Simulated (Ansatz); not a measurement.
Input

```
crystal:
  periodic: [false, false, false]
  atoms:
    - {symbol: Si, position_ang: [-0.732727, -0.105292, -0.528275]}
    - {symbol: O, position_ang: [0.710867, 1.040747, -1.276106]}
    - {symbol: O, position_ang: [-0.752494, -1.056024, -1.737764]}
    - {symbol: H, position_ang: [0.720195, 0.474663, -2.077707]}
    - {symbol: H, position_ang: [-1.724728, 1.009967, -0.366850]}
    - {symbol: Si, position_ang: [0.190544, -0.723986, 1.540825]}
    - {symbol: H, position_ang: [0.441679, 1.930319, -1.539216]}
    - {symbol: H, position_ang: [0.489380, 0.485748, 2.359063]}
    - {symbol: H, position_ang: [-0.787694, -1.560782, 2.286902]}
    - {symbol: H, position_ang: [1.444878, -1.495159, 1.339229]}
basis:
  gaussian: {orbitals: def2-TZVPP}
hamiltonian: {xc: pbe0, dispersion: d4}
output: {orbitals: {seedname: orbitals}}
```

Launched as:

```sh
ansatz run in.yaml --threads 4 --pin off --events-out ev --progress --plain --max-ram 9574MiB
```

The product side of a reaction path; geometry: PBE0-D4/def2-TZVP.

Computed with RKS PBE0-D4/def2-TZVPP in Ansatz 0.2.0.

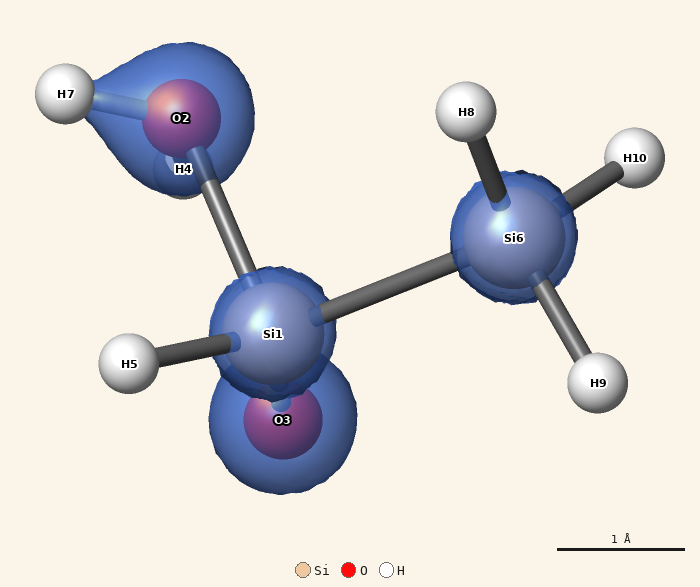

H₆O₂Si₂. Isosurface of the total electron density at 2 e/Å³ (blue), seen at a tilt.

What does this surface tell about the bonding?

At this value the surface falls into seven separate pieces. It bridges the sampled O–H (0.97 Å) contacts, where the density stays above the isovalue. It is pinched off along the sampled Si–O (1.54 Å), Si–Si (2.35 Å) and Si–H (1.49 Å) contacts. On the grid the lowest density along these lines, outside the cores, is 1.3 e/Å³ (Si–O, 1.54 Å), 0.65 e/Å³ (Si–Si, 2.35 Å), 2.4 e/Å³ (O–H, 0.97 Å) and 0.79 e/Å³ (Si–H, 1.49 Å).
